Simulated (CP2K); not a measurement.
**InNH2Cl (SMILES [NH2][In][Cl]) at PM6**

Aim: the energy change on altering one bond length of InNH2Cl at PM6, from 2 runs. 

Program for the calculation: CP2K 2026.2.

2 further runs of the same task are left out: 1 that didn't finish, 1 set aside as unsound or not needed.

**1. The structure to begin with**

The species is InNH2Cl (5 atoms), meant as a doublet with charge 0. SMILES: `[NH2][In][Cl]`. The coordinates come from a PBE0-D4/def2-TZVP relaxation. This is one conformer, not always the lowest.

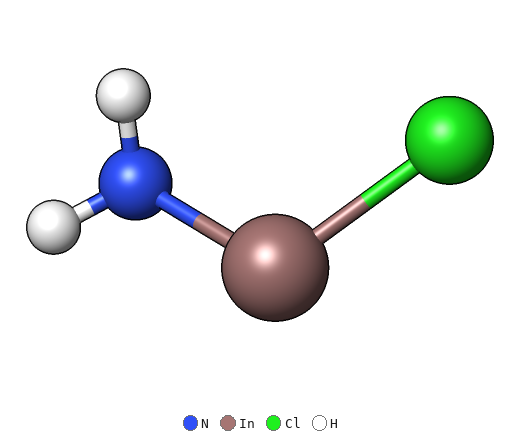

The structure, seen from a chosen angle (nitrogen blue, indium brown, chlorine green, hydrogen white).

**2. The energy at PM6**

Contents of molecule.inp:

```
&GLOBAL
  PROJECT_NAME molecule
  RUN_TYPE ENERGY
  PRINT_LEVEL MEDIUM
&END GLOBAL
&FORCE_EVAL
  METHOD QUICKSTEP
  &DFT
    MULTIPLICITY 2
    LSD T
    &QS
      METHOD PM6
      EPS_DEFAULT 1.0E-10
      &SE
        &COULOMB
          CUTOFF [angstrom] 50
          RC_RANGE [angstrom] 0
        &END COULOMB
        &EXCHANGE
          CUTOFF [angstrom] 50
          RC_RANGE [angstrom] 0
        &END EXCHANGE
      &END SE
    &END QS
    &POISSON
      PERIODIC NONE
      POISSON_SOLVER ANALYTIC
    &END POISSON
    &SCF
      SCF_GUESS ATOMIC
      EPS_SCF 1.0E-06
      MAX_SCF 100
      ADDED_MOS 2
      &DIAGONALIZATION
        ALGORITHM STANDARD
      &END DIAGONALIZATION
      &MIXING
        METHOD DIRECT_P_MIXING
        ALPHA 0.4
      &END MIXING
    &END SCF
    &PRINT
      &MOMENTS
        PERIODIC F
        REFERENCE COM
        MAX_MOMENT 1
      &END MOMENTS
      &MO ON
        ENERGIES T
        OCCUPATION_NUMBERS T
        NDIGITS 6
        &EACH
          QS_SCF 0
        &END EACH
        ADD_LAST NUMERIC
      &END MO
      &HIRSHFELD OFF
      &END HIRSHFELD
    &END PRINT
  &END DFT
  &SUBSYS
    &CELL
      ABC 10.4 11.5 9.8
      PERIODIC NONE
    &END CELL
    &COORD
      N     -0.142600     0.808600    -0.493900
      In    -0.411600    -1.217800    -0.153300
      Cl     1.391500    -2.211500     1.018700
      H     -0.999700     1.283800    -0.756700
      H      0.212300     1.263200     0.343800
    &END COORD
    &TOPOLOGY
      &CENTER_COORDINATES
      &END CENTER_COORDINATES
    &END TOPOLOGY
  &END SUBSYS
&END FORCE_EVAL
```

The run is started by

```
$ OMP_NUM_THREADS=1 cp2k.psmp molecule.inp > molecule.out
```

The program printed:

```text
CP2K| version string:                                       CP2K version 2026.2
[...]
 GLOBAL| Method name                                                        CP2K
[...]
 GLOBAL| Run type                                                         ENERGY
[...]
                             - Atoms:                                          5
[...]
                             - Spherical basis functions:                     19
[...]
 Number of electrons:                                                          9
[...]
     1 P_Mix/Diag. 0.40E+00    0.0     0.58892353       -16.0931870107 -1.61E+01
[...]
    25 DIIS/Diag.  0.30E-06    0.0     0.00000079       -18.9870501401 -9.25E-12
  *** SCF run converged in    25 steps ***
  Core-core repulsion energy [eV]:                            527.59332934619249
  Core Hamiltonian energy [eV]:                              -832.05747504586270
  Two-electron integral energy [eV]:                         -424.39952793034303
  Electronic energy [eV]:                                   -1044.25723901103402
  Total energy [eV]:                                         -516.66390966484175
  Atomic reference energy [eV]:                               516.15229077986987
  Heat of formation [kcal/mol]:                               -11.79821270336540
[...]
 SE_DIPOLE| Moment [Debye]          4.16192914      -1.38168779       0.43162713
 SE_DIPOLE| Derivative [a.u.]       0.00000000       0.00000000       0.00000000
 ENERGY| Total FORCE_EVAL ( QS ) energy [hartree]            -18.987050140059562
[...]
```

It took 0.39 s on 1 thread of Arm Neoverse V1, shared host; peak memory 0.14 GiB.

**3. The distorted shape at the same level**

Contents of mol.inp:

```
&GLOBAL
 PROJECT mol
 RUN_TYPE ENERGY
 PRINT_LEVEL MEDIUM
&END GLOBAL

&FORCE_EVAL
 METHOD QS
 &DFT
  MULTIPLICITY 2
  SPIN_POLARIZED T
  # Quickstep
  &QS
   METHOD PM6
   EPS_DEFAULT 1.0E-10
   &SE
    &COULOMB
     CUTOFF [angstrom] 50
     RC_RANGE [angstrom] 0
    &END COULOMB
    &EXCHANGE
     CUTOFF [angstrom] 50
     RC_RANGE [angstrom] 0
    &END EXCHANGE
   &END SE
  &END QS
  &POISSON
   PERIODIC NONE
   POISSON_SOLVER ANALYTIC
  &END POISSON
  # self-consistent field
  &SCF
   SCF_GUESS ATOMIC
   EPS_SCF 1.0E-06
   MAX_SCF 40
   &OT
    MINIMIZER CG
    PRECONDITIONER FULL_SINGLE_INVERSE
   &END OT
   &OUTER_SCF
    EPS_SCF 1.0E-06
    MAX_SCF 10
   &END OUTER_SCF
  &END SCF
  # extra output
  &PRINT
   &MOMENTS
    PERIODIC F
    REFERENCE COM
    MAX_MOMENT 1
   &END MOMENTS
   &MO_CUBES
    NLUMO 3
    NHOMO -1
    WRITE_CUBE F
   &END MO_CUBES
   &HIRSHFELD OFF
   &END HIRSHFELD
  &END PRINT
 &END DFT
 # atoms, cell and kinds
 &SUBSYS
  &CELL
   ABC 11.3 12 10.4
   PERIODIC NONE
  &END CELL
  &COORD
   N     -1.044142     1.305446    -1.079895
   In    -1.313142    -0.720954    -0.739295
   Cl     1.391500    -2.211500     1.018700
   H     -1.901242     1.780646    -1.342695
   H     -0.689242     1.760046    -0.242195
  &END COORD
  &TOPOLOGY
   &CENTER_COORDINATES
   &END CENTER_COORDINATES
  &END TOPOLOGY
 &END SUBSYS
&END FORCE_EVAL
```

The run is started by

```
$ OMP_NUM_THREADS=1 cp2k.psmp -i mol.inp > mol.out 2>&1
```

The program printed:

```text
CP2K| version string:                                       CP2K version 2026.2
[...]
 GLOBAL| Method name                                                        CP2K
[...]
 GLOBAL| Run type                                                         ENERGY
[...]
                             - Atoms:                                          5
[...]
                             - Spherical basis functions:                     19
[...]
 Number of electrons:                                                          9
[...]
     1 OT CG       0.80E-01    0.0     0.17886840       -16.6196497438 -1.66E+01
[...]
    29 OT CG       0.41E+00    0.0     0.00000089       -18.8906251402 -8.35E-11
  *** SCF run converged in    29 steps ***
  Core-core repulsion energy [eV]:                            459.01860375175278
  Core Hamiltonian energy [eV]:                              -820.70487197776788
  Two-electron integral energy [eV]:                         -304.70756750984077
  Electronic energy [eV]:                                    -973.05865573268818
  Total energy [eV]:                                         -514.04005198093535
  Atomic reference energy [eV]:                               516.15229077986987
  Heat of formation [kcal/mol]:                                48.70938771445847
[...]
 SE_DIPOLE| Moment [Debye]          2.26329234       0.35919436      -0.92837443
 SE_DIPOLE| Derivative [a.u.]       0.00000000       0.00000000       0.00000000
 *** WARNING in qs_scf_post_se.F:140 :: Printing of MO cube files not ***
 *** implemented for Semi-Empirical method.                           ***
 ENERGY| Total FORCE_EVAL ( QS ) energy [hartree]            -18.890625140223541
[...]
```

It took 1.7 s on 1 thread of Arm Neoverse V1, shared host; peak memory 0.14 GiB.

**4. Summary of results**

At PM6:

| quantity | value |
| --- | --- |
| first shape: total energy | -18.98705 Eh |
| first shape: dipole moment | 4.41 D |
| first shape: HOMO energy (highest over α and β) | -10.24 eV |
| first shape: LUMO energy (lowest over α and β) | -0.71 eV |
| first shape: heat of formation | -11.8 kcal/mol |
| distorted shape: total energy | -18.89063 Eh |
| distorted shape: dipole moment | 2.47 D |
| distorted shape: heat of formation | 48.7 kcal/mol |
| energy change with the In2–Cl3 bond stretched from 2.369 to 3.553 Å | 2.624 eV |

What this shows: With the In2–Cl3 bond stretched from 2.369 to 3.553 Å the energy rises by 2.62 eV (253 kJ/mol). The first shape isn't relaxed at this level, so the change isn't measured from a minimum.
